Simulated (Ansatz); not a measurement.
**[BH4]− (SMILES [H][B-]([H])([H])[H]): CCSDT(Q)/3-21G**

What is the energy change on altering one bond length of [BH4]− at CCSDT(Q)/3-21G? 

The results are computed with Ansatz 0.2.0.

## Step 1: Starting point

[BH4]−: 5 atoms, total charge -1, spin state singlet. As SMILES, `[H][B-]([H])([H])[H]`. The coordinates come from a GFN2-xTB relaxation.

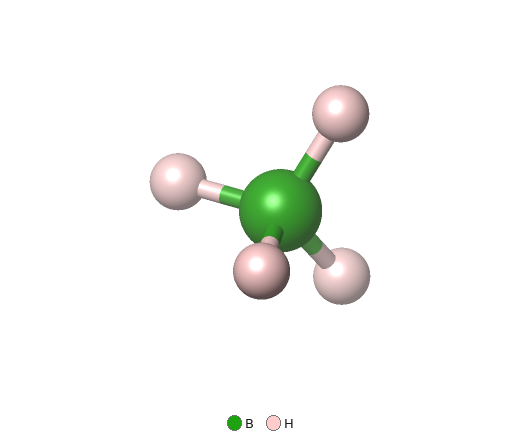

Viewed from a chosen angle; boron green, hydrogen pink.

## Step 2: The energy at CCSDT(Q)/3-21G

The input, job.yaml:

```yaml
crystal:
  periodic: [false, false, false]
  atoms:
    - {symbol: B, position_ang: [0.000000, -0.000190, -0.000050]}
    - {symbol: H, position_ang: [0.011880, -0.020580, 1.229120]}
    - {symbol: H, position_ang: [1.154650, 0.011840, -0.420810]}
    - {symbol: H, position_ang: [-0.587600, 1.007810, -0.387560]}
    - {symbol: H, position_ang: [-0.578930, -0.998880, -0.420690]}
basis:
  gaussian:
    orbitals: 3-21G.json
total_charge: -1
accuracy: high
scf:
  omitted_lower_state_checks: [cluster_reference, increment]
correlation:
  method: ccsdt_q
  frozen_orbitals: {B: 1, H: 0}
```

The basis set 3-21G is read from a file made from the Basis Set Exchange's data (not shown).

On the command line:

```sh
$ ansatz run job.yaml --threads 1 --pin off --max-ram 2610MiB --events-out events.jsonl --progress --plain --runs-dir runs
```

The log of the run:

```text
Warning: RAYON_NUM_THREADS=1 ignored (pool sized by the plan → 1); use --threads N
Functional definition: HF
  name "HF"
  exchange = exact_x
  correlation = 0
these checks for a lower state are left out or cut short: cluster_reference, increment
342 factors; integrals over basis functions are off by at most 5.4e-9 eV
mean field evaluation 1: about -729.1759 eV, gradient 1.0e1 eV
mean field evaluation 2: about -729.1677 eV, gradient 1.0e1 eV
mean field evaluation 4: about -729.6112 eV, gradient 4.5e-1 eV
mean field evaluation 8: about -729.6117 eV, gradient 4.2e-5 eV
mean field -729.61167496 eV, -26.8127345060 hartree, gradient 6.2e-8 eV, S^2 0.000000; 0 other end points of the search recorded, 0 dependent functions left out
1 core orbitals not correlated: weight in the atoms' cores, before any rotation towards them, 1.000 or more for the frozen orbitals, at most 0.000 for the correlated occupied ones
reference -729.61167496 eV, -26.8127345060 hartree; 4, 4 occupied and 12, 12 virtual orbitals, 342 factors
second order -2.06840185 eV of doubles, -0.00000000 eV of singles
cycle   1  -2.46104215 eV  change   -3.9e-1 eV  update   4.9e-2
cycle   2  -2.65897600 eV  change   -2.0e-1 eV  update   1.9e-2
cycle   3  -2.67636233 eV  change   -1.7e-2 eV  update   4.3e-3
cycle   4  -2.67633707 eV  change    2.5e-5 eV  update   1.3e-3
cycle   5  -2.67601084 eV  change    3.3e-4 eV  update   2.4e-4
cycle   6  -2.67606850 eV  change   -5.8e-5 eV  update   4.1e-5
cycle   7  -2.67609664 eV  change   -2.8e-5 eV  update   1.3e-5
cycle   8  -2.67609193 eV  change    4.7e-6 eV  update   2.8e-6
cycle   9  -2.67609213 eV  change   -2.0e-7 eV  update   5.9e-7
cycle  10  -2.67609248 eV  change   -3.4e-7 eV  update   1.3e-7
cycle  11  -2.67609245 eV  change    2.7e-8 eV  update   3.7e-8
cycle  12  -2.67609246 eV  change   -5.6e-9 eV  update   1.4e-8
cycle  13  -2.67609231 eV  change    1.5e-7 eV  update   4.9e-8
cycle  14  -2.67609227 eV  change    4.1e-8 eV  update   1.6e-8
cycle  15  -2.67609226 eV  change    9.3e-9 eV  update   3.8e-9
cycle  16  -2.67609226 eV  change  -9.4e-10 eV  update  9.8e-10
cycle  17  -2.67609226 eV  change  -2.2e-10 eV  update  2.0e-10
perturbative correction 0.00057404 eV, 0.0000210957 hartree
Total energy: -732.28719317 eV, -26.9110579869 hartree
Checks for a lower state left out: cluster_reference, increment
```

It took 0.28 s on 1 thread of Arm Neoverse V2, shared host.

## Step 3: The distorted shape, same level

The input, run.yaml:

```yaml
crystal:
  periodic: [false, false, false]
  atoms:
    - {symbol: B, position_ang: [-0.288635, -0.003197, 0.105130]}
    - {symbol: H, position_ang: [-0.276755, -0.023587, 1.334300]}
    - {symbol: H, position_ang: [1.154650, 0.011840, -0.420810]}
    - {symbol: H, position_ang: [-0.876235, 1.004803, -0.282380]}
    - {symbol: H, position_ang: [-0.867565, -1.001887, -0.315510]}
basis:
  gaussian: {orbitals: 3-21G.json}
accuracy: high
correlation: {method: ccsdt_q, frozen_orbitals: {B: 1, H: 0}}
scf: {omitted_lower_state_checks: [cluster_reference, increment]}
total_charge: -1
```

The basis set 3-21G is read from a file made from the Basis Set Exchange's data (not shown).

On the command line:

```sh
$ ansatz run run.yaml --threads 1 --pin off --max-ram 2610MiB --events-out events.jsonl --progress --plain --runs-dir runs
```

The log of the run:

```text
Warning: RAYON_NUM_THREADS=1 ignored (pool sized by the plan → 1); use --threads N
[... 4 set-up lines as earlier in the session ...]
these checks for a lower state are left out or cut short: cluster_reference, increment
342 factors; integrals over basis functions are off by at most 7.2e-9 eV
mean field evaluation 1: about -728.6072 eV, gradient 1.1e1 eV
mean field evaluation 2: about -728.5982 eV, gradient 1.1e1 eV
mean field evaluation 4: about -729.1116 eV, gradient 6.2e-1 eV
mean field evaluation 8: about -729.1129 eV, gradient 5.2e-5 eV
mean field -729.11291263 eV, -26.7944053288 hartree, gradient 9.5e-8 eV, S^2 0.000000; 0 other end points of the search recorded, 0 dependent functions left out
1 core orbitals not correlated: weight in the atoms' cores, before any rotation towards them, 1.000 or more for the frozen orbitals, at most 0.000 for the correlated occupied ones
reference -729.11291263 eV, -26.7944053288 hartree; 4, 4 occupied and 12, 12 virtual orbitals, 342 factors
second order -2.07591945 eV of doubles, -0.00000000 eV of singles
cycle   1  -2.48351798 eV  change   -4.1e-1 eV  update   5.5e-2
cycle   2  -2.71252294 eV  change   -2.3e-1 eV  update   2.2e-2
cycle   3  -2.74004881 eV  change   -2.8e-2 eV  update   6.2e-3
cycle   4  -2.73984685 eV  change    2.0e-4 eV  update   1.9e-3
cycle   5  -2.73939912 eV  change    4.5e-4 eV  update   3.7e-4
cycle   6  -2.73947496 eV  change   -7.6e-5 eV  update   7.6e-5
cycle   7  -2.73952945 eV  change   -5.4e-5 eV  update   2.3e-5
cycle   8  -2.73951909 eV  change    1.0e-5 eV  update   4.6e-6
cycle   9  -2.73951915 eV  change   -6.5e-8 eV  update   1.0e-6
cycle  10  -2.73951995 eV  change   -8.0e-7 eV  update   2.4e-7
cycle  11  -2.73951979 eV  change    1.6e-7 eV  update   6.9e-8
cycle  12  -2.73951984 eV  change   -5.6e-8 eV  update   2.3e-8
cycle  13  -2.73951982 eV  change    2.7e-8 eV  update   1.3e-8
cycle  14  -2.73951968 eV  change    1.4e-7 eV  update   4.3e-8
cycle  15  -2.73951962 eV  change    5.4e-8 eV  update   1.4e-8
cycle  16  -2.73951962 eV  change    6.0e-9 eV  update   3.5e-9
cycle  17  -2.73951962 eV  change   -1.9e-9 eV  update   1.0e-9
cycle  18  -2.73951962 eV  change  -8.3e-10 eV  update  3.3e-10
cycle  19  -2.73951962 eV  change  -1.8e-10 eV  update  1.4e-10
perturbative correction 0.00139256 eV, 0.0000511758 hartree
Total energy: -731.85103969 eV, -26.8950296422 hartree
Checks for a lower state left out: cluster_reference, increment
```

Run time: 0.28 s. Hardware: 1 thread of Arm Neoverse V2, shared host.

## Step 4: Results

At CCSDT(Q)/3-21G, 1 core orbital frozen:

| quantity | value |
| --- | --- |
| first shape: total energy | -26.91106 Eh |
| first shape: correlation energy (1 core orbital frozen) | -98.3 mEh |
| first shape: T1 diagnostic | 0.007 |
| distorted shape: total energy | -26.89503 Eh |
| distorted shape: correlation energy (1 core orbital frozen) | -100.6 mEh |
| distorted shape: T1 diagnostic | 0.009 |
| energy change with the B1–H3 bond stretched from 1.229 to 1.536 Å | 0.436 eV |

With the B1–H3 bond stretched from 1.229 to 1.536 Å the energy rises by 0.44 eV (42.1 kJ/mol). The first shape isn't relaxed at this level, so the change isn't measured from a minimum.
